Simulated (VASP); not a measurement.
Band structure of InSb (zinc blende). Calculation: PBEsol GGA, VASP's PBE PAW potentials (set 64) (plane waves; VASP).

Unless said otherwise, spin-orbit coupling is left out, though it shifts the bands of the heavy elements here.

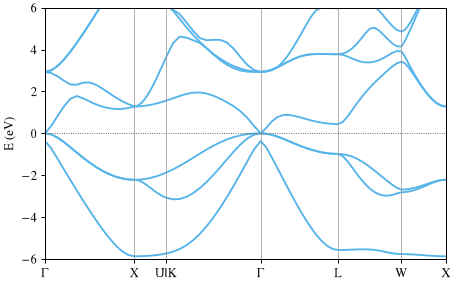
Fig. 1. Bands along high-symmetry lines, zero at the valence-band maximum or, without a gap, the Fermi level

### Question
Read the plot: is there a gap, and where are the band edges?

### Answer
It has no gap at this level: it comes out as a metal or semimetal. (Edges off the drawn lines would not show.)

The compound is InSb in the zinc blende structure. It was relaxed first.
